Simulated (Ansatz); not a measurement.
Input file:

```
crystal:
  periodic: [false, false, false]
  atoms:
    - { symbol: B, position_ang: [-1.11709, 0.80259, -1.08429] }
    - { symbol: Si, position_ang: [0.00515, 0.39109, 0.41602] }
    - { symbol: B, position_ang: [1.09159, -1.15812, 0.73124] }
    - { symbol: H, position_ang: [-1.28681, 0.00633, -1.93324] }
    - { symbol: H, position_ang: [-1.65036, 1.84004, -1.22676] }
    - { symbol: H, position_ang: [0.07108, 1.44134, 1.47052] }
    - { symbol: H, position_ang: [1.84088, -1.2492, 1.63187] }
    - { symbol: H, position_ang: [1.04556, -2.07407, -0.00536] }
magnetization:
  spin_polarized: true
  initial_magnetization: 1
basis:
  gaussian: { orbitals: "6-31G" }
hamiltonian:
  xc: pbe
relax:
  f_tol: 0.02
  max_steps: 40
output:
  orbitals: {}
```

Launched as:

```sh
ansatz run input.yaml --threads 1 --pin off --max-ram 2048MiB --backend cpu --events-out ev --progress --plain --runs-dir out
```

The fields are those of the run's last geometry, not of the input's.

Computed with UKS PBE/6-31G (Ansatz).

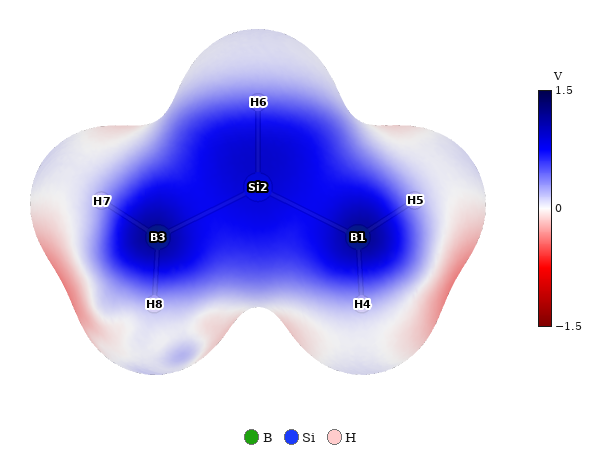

B₂H₅Si (SMILES B[SiH]B) (doublet). The electrostatic potential painted on the density surface at 0.002 e/bohr³, seen across its widest extent; red is negative and blue positive.

Describe the electrostatic potential map.

Answer. The most negative region (about −0.3 V, or −7 kcal/mol for a unit charge) lies over H5, the most positive (about +1.2 V, or +28 kcal/mol for a unit charge) over B1 and B3.
